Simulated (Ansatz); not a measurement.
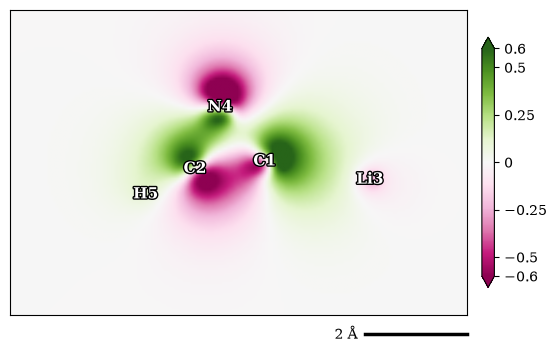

Figure 1: C₂HLiN (SMILES [Li][C]1=[N+]=C1) (charge +1). One frontier orbital on the molecular plane (values in Å⁻³ᐟ²; the overall sign is arbitrary).

Geometry: PBE0-D3(BJ)/pcseg-1.

The calculation used Ansatz 0.2.0, isolated molecule in a Gaussian basis; Kohn-Sham density functional theory, functional PBE0.

```yaml
atoms:
  - { symbol: C, position_ang: [0.3008, 1.2532, -0.7374] }
  - { symbol: C, position_ang: [1.5610, 1.2341, -1.2780] }
  - { symbol: Li, position_ang: [-1.6145, 1.8245, -0.1132] }
  - { symbol: N, position_ang: [1.1222, 0.1570, -0.6952] }
  - { symbol: H, position_ang: [2.4489, 1.5946, -1.7950] }
```

Which orbital is it: HOMO or LUMO?

Answer. The HOMO, at −13.70 eV. It lies mainly on C1 (about 40 %), N4 (about 30 %) and C2 (about 25 %); it is symmetric in the molecular plane (an in-plane orbital: σ, lone-pair or in-plane π type).
